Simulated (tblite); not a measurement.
**C6H11: geometry relaxation**

C6H11, multiplicity 2, computed with GFN2-xTB geometry optimisation, gas phase (tblite 0.8.0).

It belongs to a series of runs on one base structure; here: H added to sp C.

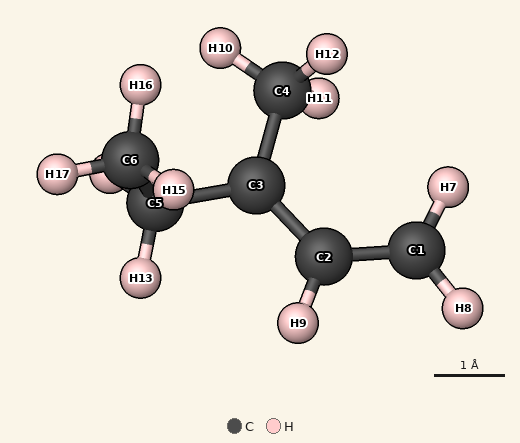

*The structure as given in the input (ball-and-stick view, seen at a tilt; atoms are numbered from 1 in the order of the input).*

Bond lengths as drawn: C–C 1.35 to 1.52 Å and C–H 1.09 to 1.10 Å.

**Summary**

| quantity | value |
| --- | --- |
| outcome | converged |
| total energy | −500.0572 eV |
| hardware | 1 CPU thread, shared host |
| peak memory | 0.17 GiB |

**Input file**
```
{"job": {"kind": "relax", "xc": "GFN2-xTB", "basis": "xTB"}, "charge": 0, "multiplicity": 2}
C      2.557800    -0.015200     0.474300
C      1.308100    -0.505500     0.583700
C      0.205800    -0.205400    -0.270100
C      0.318300     0.753100    -1.433700
C     -1.150300    -0.800200     0.040800
C     -2.047200     0.172200     0.788800
H      2.829700     0.689300    -0.309400
H      3.331400    -0.297100     1.181500
H      1.122400    -1.207700     1.410700
H     -0.616700     0.796700    -1.993600
H      1.103900     0.422100    -2.115500
H      0.543400     1.752900    -1.069500
H     -1.045100    -1.717400     0.629700
H     -1.636300    -1.092900    -0.904600
H     -1.596600     0.468000     1.750500
H     -2.224400     1.086000     0.224500
H     -3.011100    -0.287000     1.001900
```

The first line tells a small driver script what to run in tblite; the rest is the geometry in Å.

Command:
```bash
OMP_NUM_THREADS=1 python <driver script> task.json out
```

**The program's output**
```
step      E/eV     max force
  0    -499.97877    1.573
  1    -500.02321    0.728
  2    -500.03532    0.301
  3    -500.04445    0.196
  4    -500.04839    0.180
  5    -500.05160    0.115
  6    -500.05341    0.110
  7    -500.05460    0.071
  8    -500.05501    0.037
  9    -500.05519    0.035
 10    -500.05535    0.039
 11    -500.05554    0.039
 12    -500.05573    0.040
 13    -500.05591    0.030
 14    -500.05606    0.028
 15    -500.05621    0.030
 16    -500.05635    0.024
 17    -500.05645    0.024
 18    -500.05653    0.024
 19    -500.05660    0.023
 20    -500.05666    0.023
 21    -500.05671    0.019
 22    -500.05677    0.016
 23    -500.05682    0.020
 24    -500.05686    0.020
 25    -500.05689    0.014
 26    -500.05692    0.013
 27    -500.05695    0.014
 28    -500.05698    0.014
 29    -500.05702    0.015
 30    -500.05705    0.013
 31    -500.05707    0.010
 32    -500.05708    0.010
 33    -500.05710    0.012
 34    -500.05712    0.014
 35    -500.05714    0.013
 36    -500.05717    0.013
 37    -500.05718    0.014
 38    -500.05720    0.011
 39    -500.05721    0.011
 40    -500.05723    0.009
```

**Trajectory as extended XYZ (Å, eV, eV/Å), 13 of the 41 frames kept, from step=0 to step=40**
```
17
Properties=species:S:1:pos:R:3:forces:R:3 step=0 energy=-499.97877
C     2.5578   -0.0152    0.4743    0.8110   0.4520  -0.1740
C     1.3081   -0.5055    0.5837   -1.5110  -0.2010  -0.3880
C     0.2058   -0.2054   -0.2701    0.4180  -0.2710   0.6530
C     0.3183    0.7531   -1.4337   -0.1970  -0.5750   0.4350
C    -1.1503   -0.8002    0.0408    0.5330  -0.1790  -0.5740
C    -2.0472    0.1722    0.7888   -0.1180   0.3960   0.5930
H     2.8297    0.6893   -0.3094   -0.0340  -0.2720   0.3140
H     3.3314   -0.2971    1.1815   -0.1970   0.1160  -0.2690
H     1.1224   -1.2077    1.4107   -0.0820   0.3240  -0.4500
H    -0.6167    0.7967   -1.9936    0.0580  -0.0450   0.1140
H     1.1039    0.4221   -2.1155    0.0350   0.1470   0.0890
H     0.5434    1.7529   -1.0695    0.1520   0.0650  -0.0620
H    -1.0451   -1.7174    0.6297    0.1110   0.1440   0.0380
H    -1.6363   -1.0929   -0.9046    0.0460   0.1610   0.1700
H    -1.5966    0.4680    1.7505   -0.0900  -0.1780  -0.3700
H    -2.2244    1.0860    0.2245    0.0570  -0.0700  -0.0930
H    -3.0111   -0.2870    1.0019    0.0080  -0.0090  -0.0250
17
Properties=species:S:1:pos:R:3:forces:R:3 step=3 energy=-500.04445
C     2.5554   -0.0103    0.4705    0.1370   0.1020  -0.0420
C     1.2887   -0.5036    0.5730   -0.1380  -0.0030  -0.0370
C     0.2078   -0.2124   -0.2558    0.0010   0.0260  -0.0210
C     0.3147    0.7338   -1.4131   -0.0100   0.0520  -0.0360
C    -1.1357   -0.8021    0.0312   -0.1490   0.0150   0.0700
C    -2.0483    0.1784    0.7962    0.0430  -0.0570  -0.0670
H     2.8324    0.6837   -0.3022    0.0270   0.0090  -0.0090
H     3.3247   -0.2929    1.1712   -0.0950   0.0170  -0.0860
H     1.1139   -1.1947    1.3904   -0.1370  -0.0100  -0.0450
H    -0.6136    0.7913   -1.9839    0.0250  -0.1070   0.1620
H     1.1036    0.4292   -2.1069    0.0020   0.0070   0.1440
H     0.5500    1.7477   -1.0738    0.0590  -0.1090   0.0170
H    -1.0383   -1.7098    0.6309    0.0880   0.0200   0.0400
H    -1.6348   -1.0843   -0.9016    0.0290   0.0860  -0.0120
H    -1.5955    0.4621    1.7430    0.0510  -0.0310  -0.0030
H    -2.2215    1.0836    0.2200    0.0360  -0.0110  -0.0530
H    -3.0105   -0.2875    1.0011    0.0290  -0.0060  -0.0220
17
Properties=species:S:1:pos:R:3:forces:R:3 step=7 energy=-500.05460
C     2.5514   -0.0025    0.4635   -0.0550  -0.0140  -0.0100
C     1.2819   -0.4994    0.5678    0.0260   0.0120   0.0170
C     0.2021   -0.2102   -0.2551    0.0100   0.0090   0.0280
C     0.3143    0.7321   -1.4073    0.0050   0.0030   0.0150
C    -1.1403   -0.8017    0.0341    0.0570  -0.0110  -0.0310
C    -2.0461    0.1773    0.7934    0.0010   0.0060   0.0090
H     2.8382    0.6884   -0.3071   -0.0200   0.0210  -0.0300
H     3.3154   -0.2918    1.1617   -0.0010  -0.0080  -0.0020
H     1.0927   -1.1930    1.3794   -0.0080  -0.0010   0.0050
H    -0.6170    0.7760   -1.9639   -0.0460   0.0060  -0.0200
H     1.1084    0.4280   -2.0887    0.0330  -0.0580  -0.0050
H     0.5604    1.7386   -1.0687    0.0020   0.0500   0.0510
H    -1.0258   -1.7058    0.6363   -0.0080  -0.0040  -0.0130
H    -1.6324   -1.0723   -0.9039   -0.0150  -0.0260  -0.0040
H    -1.5882    0.4563    1.7392    0.0140   0.0110   0.0010
H    -2.2148    1.0802    0.2116    0.0210  -0.0020  -0.0100
H    -3.0073   -0.2881    0.9979   -0.0180   0.0070   0.0000
17
Properties=species:S:1:pos:R:3:forces:R:3 step=10 energy=-500.05535
C     2.5498   -0.0019    0.4619    0.0130   0.0060  -0.0010
C     1.2818   -0.4987    0.5692   -0.0160   0.0030   0.0030
C     0.2026   -0.2087   -0.2539   -0.0060   0.0030  -0.0020
C     0.3147    0.7334   -1.4069    0.0010   0.0050   0.0090
C    -1.1382   -0.8024    0.0326   -0.0190  -0.0010   0.0060
C    -2.0453    0.1770    0.7933    0.0110  -0.0070  -0.0100
H     2.8361    0.6901   -0.3097   -0.0310  -0.0080   0.0030
H     3.3142   -0.2922    1.1602   -0.0020   0.0050  -0.0190
H     1.0905   -1.1934    1.3797    0.0080   0.0070   0.0040
H    -0.6195    0.7754   -1.9631    0.0340   0.0160   0.0110
H     1.1106    0.4231   -2.0867   -0.0220  -0.0040   0.0250
H     0.5610    1.7410   -1.0643   -0.0080  -0.0150  -0.0030
H    -1.0254   -1.7062    0.6355    0.0010  -0.0070  -0.0130
H    -1.6331   -1.0738   -0.9043    0.0060  -0.0150   0.0030
H    -1.5864    0.4569    1.7388    0.0040   0.0020  -0.0090
H    -2.2122    1.0796    0.2102    0.0160  -0.0040  -0.0030
H    -3.0080   -0.2872    0.9975    0.0100   0.0140  -0.0030
17
Properties=species:S:1:pos:R:3:forces:R:3 step=13 energy=-500.05591
C     2.5477   -0.0010    0.4603   -0.0040   0.0060   0.0020
C     1.2801   -0.4971    0.5710   -0.0130  -0.0090   0.0020
C     0.2015   -0.2074   -0.2519   -0.0220  -0.0180   0.0020
C     0.3152    0.7346   -1.4034   -0.0060  -0.0050   0.0040
C    -1.1380   -0.8038    0.0315   -0.0230  -0.0160   0.0100
C    -2.0430    0.1762    0.7918   -0.0070   0.0150   0.0020
H     2.8285    0.6907   -0.3122   -0.0070   0.0120  -0.0140
H     3.3133   -0.2919    1.1555    0.0240   0.0020  -0.0010
H     1.0899   -1.1921    1.3805    0.0050  -0.0070   0.0220
H    -0.6169    0.7781   -1.9610   -0.0020   0.0130  -0.0030
H     1.1094    0.4176   -2.0808    0.0060   0.0220   0.0020
H     0.5607    1.7414   -1.0603    0.0170  -0.0010  -0.0090
H    -1.0248   -1.7080    0.6324    0.0060  -0.0220   0.0140
H    -1.6329   -1.0779   -0.9043    0.0070   0.0040  -0.0130
H    -1.5837    0.4578    1.7366    0.0060  -0.0080  -0.0070
H    -2.2065    1.0785    0.2079    0.0070   0.0080  -0.0120
H    -3.0074   -0.2838    0.9965    0.0060   0.0060  -0.0020
17
Properties=species:S:1:pos:R:3:forces:R:3 step=17 energy=-500.05645
C     2.5444    0.0008    0.4592   -0.0050   0.0010  -0.0020
C     1.2773   -0.4975    0.5738    0.0120  -0.0060   0.0070
C     0.1979   -0.2096   -0.2492    0.0200  -0.0020  -0.0020
C     0.3145    0.7347   -1.3991    0.0020  -0.0010  -0.0040
C    -1.1409   -0.8085    0.0319    0.0180   0.0000  -0.0060
C    -2.0416    0.1772    0.7898    0.0020  -0.0120  -0.0070
H     2.8192    0.6927   -0.3163   -0.0030  -0.0050   0.0080
H     3.3160   -0.2902    1.1491   -0.0090   0.0140  -0.0170
H     1.0905   -1.1918    1.3855    0.0010   0.0000   0.0020
H    -0.6154    0.7836   -1.9600   -0.0090  -0.0020   0.0050
H     1.1096    0.4169   -2.0749    0.0040   0.0110  -0.0070
H     0.5640    1.7412   -1.0576    0.0090  -0.0100   0.0120
H    -1.0243   -1.7136    0.6322   -0.0220   0.0070   0.0060
H    -1.6320   -1.0814   -0.9065   -0.0060   0.0000   0.0060
H    -1.5796    0.4573    1.7336    0.0010  -0.0010  -0.0020
H    -2.1996    1.0791    0.2032    0.0020  -0.0060  -0.0010
H    -3.0070   -0.2789    0.9956   -0.0170   0.0100   0.0020
17
Properties=species:S:1:pos:R:3:forces:R:3 step=20 energy=-500.05666
C     2.5427    0.0018    0.4585    0.0100   0.0020  -0.0020
C     1.2773   -0.4986    0.5756   -0.0080   0.0010  -0.0070
C     0.1986   -0.2113   -0.2486   -0.0050  -0.0060  -0.0090
C     0.3145    0.7345   -1.3980    0.0090  -0.0010   0.0010
C    -1.1403   -0.8104    0.0315   -0.0130   0.0070   0.0030
C    -2.0411    0.1765    0.7884    0.0000   0.0020   0.0010
H     2.8154    0.6934   -0.3173   -0.0030   0.0070  -0.0080
H     3.3167   -0.2878    1.1450    0.0100   0.0040   0.0090
H     1.0910   -1.1919    1.3881    0.0030  -0.0020  -0.0020
H    -0.6160    0.7855   -1.9588    0.0130  -0.0050   0.0180
H     1.1104    0.4186   -2.0741   -0.0080   0.0010  -0.0100
H     0.5667    1.7400   -1.0550   -0.0030  -0.0080   0.0130
H    -1.0270   -1.7150    0.6332   -0.0090   0.0070  -0.0020
H    -1.6323   -1.0826   -0.9067    0.0020  -0.0040   0.0040
H    -1.5780    0.4567    1.7319   -0.0050  -0.0020  -0.0050
H    -2.1967    1.0786    0.2012    0.0010  -0.0080   0.0010
H    -3.0087   -0.2758    0.9953    0.0070   0.0060  -0.0070
17
Properties=species:S:1:pos:R:3:forces:R:3 step=23 energy=-500.05682
C     2.5421    0.0027    0.4574   -0.0010  -0.0010  -0.0010
C     1.2770   -0.4994    0.5762    0.0110  -0.0010  -0.0030
C     0.1988   -0.2137   -0.2490   -0.0020  -0.0090   0.0070
C     0.3158    0.7339   -1.3966    0.0010  -0.0060   0.0080
C    -1.1411   -0.8113    0.0314   -0.0020  -0.0060  -0.0020
C    -2.0407    0.1762    0.7872   -0.0030   0.0130   0.0000
H     2.8116    0.6948   -0.3192    0.0000   0.0020  -0.0040
H     3.3183   -0.2850    1.1425    0.0010   0.0040   0.0070
H     1.0917   -1.1921    1.3896    0.0040   0.0000  -0.0080
H    -0.6152    0.7863   -1.9552   -0.0060   0.0010   0.0010
H     1.1101    0.4200   -2.0750    0.0000  -0.0060  -0.0090
H     0.5686    1.7378   -1.0504   -0.0010   0.0030   0.0120
H    -1.0307   -1.7152    0.6340    0.0060  -0.0050   0.0030
H    -1.6326   -1.0842   -0.9065   -0.0040  -0.0030  -0.0090
H    -1.5772    0.4559    1.7302    0.0000   0.0040   0.0100
H    -2.1940    1.0774    0.1994   -0.0020   0.0180  -0.0080
H    -3.0095   -0.2724    0.9941    0.0000  -0.0080  -0.0050
17
Properties=species:S:1:pos:R:3:forces:R:3 step=27 energy=-500.05695
C     2.5423    0.0035    0.4564    0.0010   0.0020  -0.0010
C     1.2783   -0.5007    0.5760   -0.0040  -0.0060  -0.0020
C     0.1992   -0.2171   -0.2488    0.0020   0.0010  -0.0050
C     0.3166    0.7327   -1.3946   -0.0080   0.0020  -0.0030
C    -1.1420   -0.8125    0.0311    0.0040   0.0030   0.0020
C    -2.0406    0.1780    0.7859    0.0040  -0.0040  -0.0060
H     2.8088    0.6960   -0.3211    0.0050  -0.0020   0.0010
H     3.3195   -0.2813    1.1419   -0.0040   0.0060   0.0000
H     1.0935   -1.1928    1.3896    0.0070  -0.0100   0.0020
H    -0.6153    0.7873   -1.9517   -0.0040   0.0040   0.0020
H     1.1090    0.4203   -2.0768   -0.0070  -0.0010   0.0120
H     0.5698    1.7355   -1.0446    0.0010  -0.0080  -0.0010
H    -1.0330   -1.7160    0.6351    0.0020   0.0020  -0.0020
H    -1.6334   -1.0859   -0.9073    0.0040   0.0030   0.0080
H    -1.5774    0.4562    1.7300   -0.0080   0.0050  -0.0090
H    -2.1925    1.0795    0.1971    0.0020  -0.0020   0.0070
H    -3.0098   -0.2709    0.9919    0.0050   0.0040  -0.0060
17
Properties=species:S:1:pos:R:3:forces:R:3 step=30 energy=-500.05705
C     2.5420    0.0044    0.4553   -0.0010  -0.0010   0.0010
C     1.2793   -0.5029    0.5755   -0.0040  -0.0010  -0.0030
C     0.1999   -0.2197   -0.2490   -0.0080  -0.0020   0.0010
C     0.3156    0.7319   -1.3931   -0.0010   0.0000   0.0020
C    -1.1416   -0.8134    0.0311   -0.0050   0.0020   0.0050
C    -2.0399    0.1791    0.7839   -0.0010  -0.0020   0.0040
H     2.8075    0.6967   -0.3225    0.0030   0.0020  -0.0040
H     3.3193   -0.2771    1.1415    0.0060   0.0000   0.0080
H     1.0963   -1.1950    1.3896    0.0040  -0.0070  -0.0030
H    -0.6169    0.7891   -1.9488   -0.0040   0.0030   0.0030
H     1.1070    0.4198   -2.0760    0.0000  -0.0020  -0.0020
H     0.5711    1.7326   -1.0398    0.0010   0.0070  -0.0050
H    -1.0340   -1.7166    0.6358    0.0000   0.0050   0.0010
H    -1.6336   -1.0868   -0.9068    0.0060   0.0000   0.0030
H    -1.5788    0.4576    1.7287    0.0000   0.0020  -0.0030
H    -2.1908    1.0817    0.1961    0.0050  -0.0120  -0.0010
H    -3.0095   -0.2693    0.9887   -0.0010   0.0050  -0.0070
17
Properties=species:S:1:pos:R:3:forces:R:3 step=33 energy=-500.05710
C     2.5420    0.0047    0.4550    0.0030   0.0000   0.0010
C     1.2795   -0.5040    0.5750    0.0070   0.0010   0.0010
C     0.1996   -0.2209   -0.2490    0.0060   0.0070   0.0050
C     0.3150    0.7317   -1.3923    0.0010   0.0030   0.0010
C    -1.1419   -0.8136    0.0317    0.0040  -0.0040   0.0000
C    -2.0397    0.1793    0.7834   -0.0030   0.0010   0.0000
H     2.8073    0.6969   -0.3232   -0.0010  -0.0040   0.0050
H     3.3197   -0.2753    1.1421   -0.0060   0.0010  -0.0020
H     1.0981   -1.1969    1.3890    0.0000  -0.0020  -0.0080
H    -0.6180    0.7903   -1.9471    0.0000   0.0020   0.0040
H     1.1059    0.4195   -2.0759   -0.0040  -0.0010  -0.0020
H     0.5717    1.7322   -1.0387    0.0000   0.0030  -0.0050
H    -1.0345   -1.7164    0.6364    0.0000  -0.0040   0.0070
H    -1.6331   -1.0871   -0.9063   -0.0030  -0.0030  -0.0040
H    -1.5793    0.4584    1.7280    0.0020  -0.0010   0.0070
H    -2.1894    1.0813    0.1954    0.0030   0.0020  -0.0110
H    -3.0098   -0.2681    0.9866   -0.0100   0.0000   0.0010
17
Properties=species:S:1:pos:R:3:forces:R:3 step=37 energy=-500.05718
C     2.5424    0.0052    0.4546    0.0020  -0.0010   0.0000
C     1.2812   -0.5061    0.5741   -0.0020   0.0010   0.0000
C     0.1999   -0.2218   -0.2478   -0.0010   0.0010   0.0000
C     0.3140    0.7321   -1.3903   -0.0010   0.0020   0.0000
C    -1.1417   -0.8149    0.0329    0.0010   0.0000   0.0020
C    -2.0399    0.1800    0.7822    0.0010   0.0010  -0.0070
H     2.8067    0.6970   -0.3240    0.0010   0.0060   0.0000
H     3.3196   -0.2714    1.1432    0.0050  -0.0060   0.0000
H     1.1017   -1.2015    1.3861   -0.0040  -0.0010   0.0010
H    -0.6204    0.7931   -1.9425   -0.0010  -0.0020   0.0020
H     1.1023    0.4185   -2.0761   -0.0040   0.0020  -0.0030
H     0.5732    1.7321   -1.0373    0.0030   0.0010   0.0000
H    -1.0354   -1.7168    0.6393    0.0030   0.0000   0.0000
H    -1.6323   -1.0889   -0.9057    0.0020  -0.0050   0.0070
H    -1.5806    0.4597    1.7277   -0.0100  -0.0060  -0.0070
H    -2.1857    1.0810    0.1913    0.0000   0.0030   0.0000
H    -3.0121   -0.2652    0.9824    0.0070   0.0050   0.0040
17
Properties=species:S:1:pos:R:3:forces:R:3 step=40 energy=-500.05723
C     2.5430    0.0053    0.4544   -0.0020  -0.0020   0.0010
C     1.2819   -0.5069    0.5737   -0.0010   0.0010   0.0010
C     0.2002   -0.2218   -0.2471   -0.0030  -0.0050  -0.0010
C     0.3134    0.7327   -1.3892   -0.0020  -0.0020   0.0010
C    -1.1411   -0.8156    0.0337   -0.0020   0.0020   0.0000
C    -2.0400    0.1804    0.7805   -0.0010   0.0010   0.0020
H     2.8065    0.6978   -0.3240    0.0010   0.0040   0.0040
H     3.3200   -0.2707    1.1434    0.0050  -0.0070  -0.0030
H     1.1028   -1.2038    1.3846   -0.0010   0.0030   0.0020
H    -0.6217    0.7943   -1.9399   -0.0060   0.0020   0.0000
H     1.0998    0.4183   -2.0768    0.0010   0.0000  -0.0040
H     0.5743    1.7323   -1.0369    0.0020   0.0020   0.0020
H    -1.0353   -1.7172    0.6410    0.0050   0.0060   0.0000
H    -1.6317   -1.0907   -0.9045    0.0040  -0.0070   0.0000
H    -1.5828    0.4593    1.7269    0.0020   0.0040   0.0000
H    -2.1838    1.0814    0.1891    0.0000  -0.0010   0.0020
H    -3.0126   -0.2632    0.9812   -0.0010  -0.0010  -0.0070
```

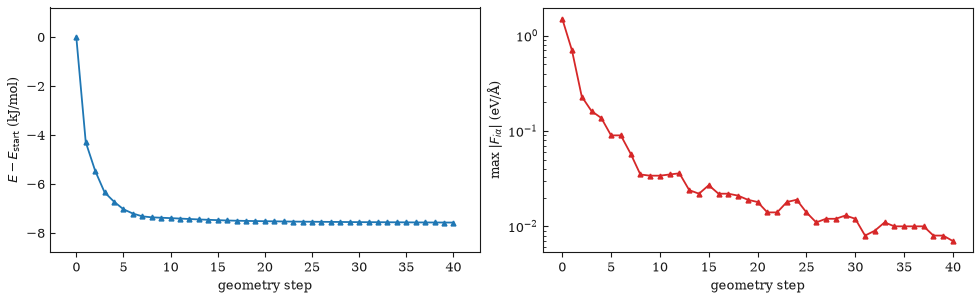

*Progress of the relaxation, step by step (steps are counted from 0).*

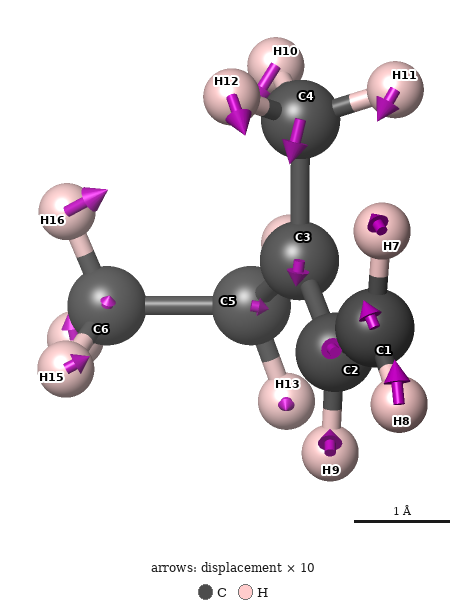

*The starting structure with the displacements as pink arrows, magnified 10 times (ball-and-stick view, seen at a tilt). The two geometries are laid on each other by the best rigid fit.*

The largest moves after the best rigid fit, 0.054 Å, are those of H10 and H16. Largest moves by element: H 0.054 Å, C 0.049 Å. Distances before and after: C2–C3 1.426 → 1.387 Å, C1–C2 1.347 → 1.366 Å, C3–C4 1.512 → 1.493 Å, C2–H9 1.101 → 1.084 Å. Among the angles that change: H11–C4–H12 109.8° → 107.2°. The energy falls by 7.57 kJ/mol in 40 geometry steps. The largest force component goes from 1.5 to 0.007 eV/Å. (Atoms are counted from 1 in the order of the input.)
